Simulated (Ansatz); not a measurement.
# GeH4O2 (SMILES [OH][GeH2][OH]) at HF/STO-3G

What is the electronic atomisation energy of GeH4O2 at HF/STO-3G? 

Program for the calculation: Ansatz 0.2.0.

53 further runs of the same task are left out: 53 set aside as unsound or not needed.

### Step 1. The structure to begin with

GeH4O2 has 7 atoms, charge 0, and is taken as a singlet. SMILES: `[OH][GeH2][OH]`. The shape is that of a PBE0-D4/def2-TZVP optimisation. This is one conformer, not always the lowest.

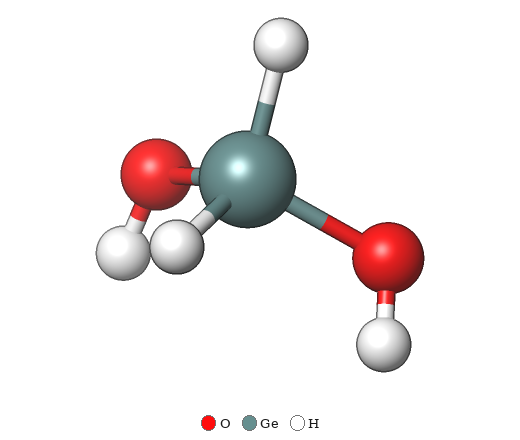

The structure, seen from a chosen angle (oxygen red, germanium teal, hydrogen white).

### Step 2. The energy at HF/STO-3G

in.yaml reads:

```yaml
basis:
  gaussian: {orbitals: STO-3G}
crystal:
  periodic: [false, false, false]
  atoms:
    - {symbol: O, position_ang: [-1.491300, -0.416000, -0.173900]}
    - {symbol: Ge, position_ang: [0.023500, 0.377000, 0.305300]}
    - {symbol: O, position_ang: [1.347400, -0.798900, 0.400600]}
    - {symbol: H, position_ang: [-1.634900, -0.418700, -1.122100]}
    - {symbol: H, position_ang: [0.363400, 1.460500, -0.739100]}
    - {symbol: H, position_ang: [-0.172500, 0.863100, 1.737300]}
    - {symbol: H, position_ang: [1.625600, -1.135200, -0.453800]}
hamiltonian: {xc: hf}
accuracy: high
output: {orbitals: {seedname: orbitals}}
```

On the command line:

```
$ ansatz run in.yaml --threads 1 --pin off --max-ram 3480MiB --events-out events.jsonl --progress --plain --runs-dir runs
```

The log of the run:

```text
Warning: RAYON_NUM_THREADS=1 ignored (pool sized by the plan → 1); use --threads N
Functional definition: HF
  name "HF"
  exchange = exact_x
  correlation = 0
545 factors; integrals over basis functions are off by at most 4.9e-9 eV
mean field evaluation 1: about -59910.5687 eV, gradient 2.6e1 eV
mean field evaluation 2: about -59910.6480 eV, gradient 2.7e1 eV
mean field evaluation 4: about -59913.2623 eV, gradient 1.3e0 eV
mean field evaluation 8: about -59913.2717 eV, gradient 5.7e-6 eV
mean field -59913.27170815 eV, -2201.7721246003 hartree, gradient 8.0e-9 eV, S^2 0.000000; 0 other end points of the search recorded, 0 dependent functions left out
reference -59913.27170815 eV, -2201.7721246003 hartree; 26, 26 occupied and 6, 6 virtual orbitals, 545 factors
Total energy: -59913.27170815 eV, -2201.7721246003 hartree
```

Wall time 0.24 s (1 thread of Arm Neoverse V2, shared host).

### Step 3. The Ge atom at the same level

in.yaml reads:

```yaml
crystal:
  periodic: [false, false, false]
  atoms:
    - {symbol: Ge, position_ang: [0.000000, 0.000000, 0.000000]}
basis:
  gaussian: {orbitals: STO-3G}
magnetization: {spin_polarized: true, initial_magnetization: 2}
hamiltonian: {xc: hf}
accuracy: high
```

On the command line:

```
$ ansatz run in.yaml --threads 1 --pin off --max-ram 3480MiB --events-out events.jsonl --progress --plain --runs-dir runs
```

The log of the run:

```text
Warning: RAYON_NUM_THREADS=1 ignored (pool sized by the plan → 1); use --threads N
[... 4 set-up lines as earlier in the session ...]
138 factors; integrals over basis functions are off by at most 4.5e-9 eV
mean field evaluation 1: about -55827.8553 eV, gradient 5.4e-1 eV
mean field evaluation 2: about -55827.8661 eV, gradient 5.4e-1 eV
mean field evaluation 4: about -55827.8667 eV, gradient 2.4e-6 eV
mean field evaluation 8: about -55827.8667 eV, gradient 9.1e-2 eV
mean field evaluation 16: about -55827.8667 eV, gradient 1.1e-8 eV
mean field -55827.86669962 eV, -2051.6362597239 hartree, gradient 4.0e-9 eV, S^2 2.000002; 1 other end points of the search recorded, 0 dependent functions left out
reference -55827.86669962 eV, -2051.6362597239 hartree; 17, 15 occupied and 1, 3 virtual orbitals, 138 factors
Total energy: -55827.86669962 eV, -2051.6362597239 hartree
```

It took 0.06 s on 1 thread of Arm Neoverse V2, shared host.

### Step 4. The H atom at the same level

input.yaml reads:

```yaml
crystal:
  periodic: [false, false, false]
  atoms:
    - {symbol: H, position_ang: [0.000000, 0.000000, 0.000000]}
basis:
  gaussian:
    orbitals: STO-3G
total_charge: 0
magnetization:
  spin_polarized: true
  initial_magnetization: 1
hamiltonian:
  xc: hf
accuracy: high
```

Run the same way, it converges to -0.46658 Eh (log not shown).

### Step 5. The O atom, same level

run.yaml reads:

```yaml
crystal:
  periodic: [false, false, false]
  atoms:
    - {symbol: O, position_ang: [0.000000, 0.000000, 0.000000]}
basis:
  gaussian:
    orbitals: STO-3G
magnetization:
  spin_polarized: true
  initial_magnetization: 2
hamiltonian:
  xc: hf
accuracy: high
```

On the command line:

```
$ ansatz run run.yaml --threads 1 --pin off --max-ram 3480MiB --events-out events.jsonl --progress --plain --runs-dir runs
```

The log of the run:

```text
Warning: RAYON_NUM_THREADS=1 ignored (pool sized by the plan → 1); use --threads N
[... 4 set-up lines as earlier in the session ...]
15 factors; integrals over basis functions are off by at most 1.1e-9 eV
mean field evaluation 1: about -2008.3132 eV, gradient 1.7e-14 eV
mean field evaluation 2: about -2008.3132 eV, gradient 0.0e0 eV
mean field -2008.31323932 eV, -73.8041502613 hartree, gradient 0.0e0 eV, S^2 2.000000; 2 other end points of the search recorded, 0 dependent functions left out
reference -2008.31323932 eV, -73.8041502613 hartree; 5, 3 occupied and 0, 2 virtual orbitals, 15 factors
Total energy: -2008.31323932 eV, -73.8041502613 hartree
```

It took 0.02 s on 1 thread of Arm Neoverse V2, shared host.

### Step 6. Outcome

Level: HF/STO-3G.

| quantity | value |
| --- | --- |
| molecule: total energy | -2201.77212 Eh |
| molecule: HOMO energy | -9.03 eV |
| molecule: LUMO energy | 11.72 eV |
| molecule: HOMO–LUMO gap | 20.76 eV |
| Ge atom: total energy | -2051.63626 Eh |
| Ge atom: ⟨S²⟩ | 2.000 |
| H atom: total energy | -0.46658 Eh |
| H atom: ⟨S²⟩ | 0.750 |
| O atom: total energy | -73.80415 Eh |
| O atom: ⟨S²⟩ | 2.000 |
| electronic atomisation energy | 17.993 eV |

What this shows: Taking the molecule apart into free atoms costs 17.99 eV (1736 kJ/mol), before zero-point energy and without spin-orbit coupling. Hartree–Fock lacks the correlation of the bonding pairs, which as a rule makes this value much too low; in minimal bases other errors can mask that. In a minimal basis such a difference can be off by several eV, whatever the method.
